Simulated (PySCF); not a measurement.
```xyz
14

F     0.0263   -1.7052   -1.3706
C     0.0935   -1.3273   -0.0311
C    -1.1930   -0.5885    0.3312
Si   -1.0374    1.2162   -0.2605
N     0.6944    1.3208   -0.0793
Si    1.5696   -0.1300    0.1954
F     2.7091   -0.3405   -0.9193
H     0.1747   -2.2721    0.5177
H    -2.0472   -1.1128   -0.0965
H    -1.3045   -0.6210    1.4150
H    -1.6702    2.1724    0.6508
H    -1.4504    1.4115   -1.6509
H     1.1695    2.1991   -0.1913
H     2.2648   -0.2233    1.4671
```

Geometry: GFN2-xTB.

The calculation used PySCF 2.14.0, PBE0/pcSseg-1, SCF density, gas phase, non-relativistic.

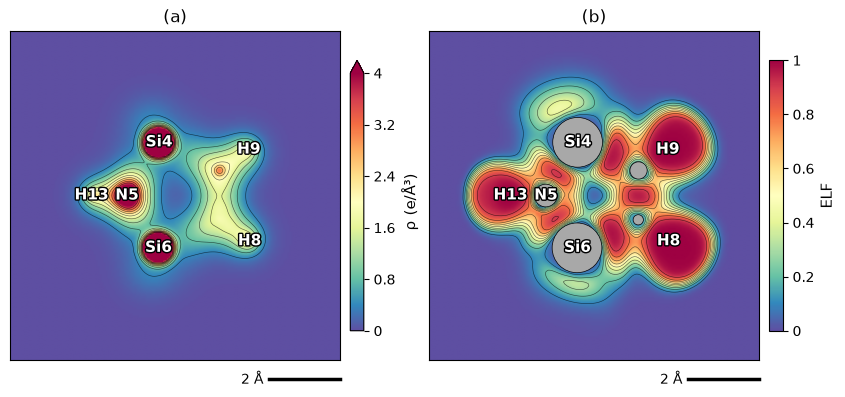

C₂H₇F₂NSi₂. (a) total electron density; (b) electron localisation function on the plane of atoms Si4, N5 and H13. Grey discs cover the atomic cores in the ELF map.

> What do the fields say about this system?

- The section cuts through Si, N and H sites.
- Si–N (1.72 Å): the density is about 1.1 e/Å³ at the midpoint; the ELF peaks at about 0.90 between the atoms: a shared but strongly polarised pair.
- N–H (1.00 Å): ρ at the midpoint is about 2.8 e/Å³; the ELF climbs to about 1 towards the hydrogen, as it does in any bond to H (a covalent bond by its length).
